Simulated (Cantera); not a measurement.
Input: 1 mol SiC, 4.5 mol CO2, 1.2 mol H2, at 950 K.

These are equilibrium values from Cantera (NASA tables, ideal gas, pure condensed phases), not measurements of a reactor. Candidate condensed phases: C, C6H6, C7H8, C8H18, H2O, Si, SiC, SiO2; 123 gas species. The numbers say what is thermodynamically allowed, not how fast it happens.

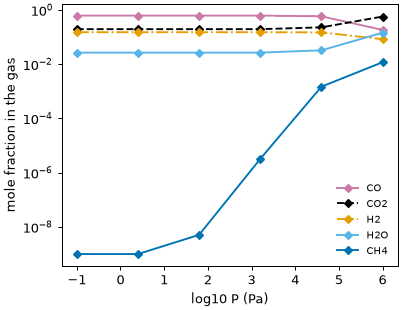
Figure. Equilibrium gas composition (values under 1e-9 drawn at 1e-9)

Problem. Read off the mole fractions at 0.000750 Torr.

Solution. CO about 0.62, CO2 about 0.20, H2 about 0.15, H2O about 0.027.
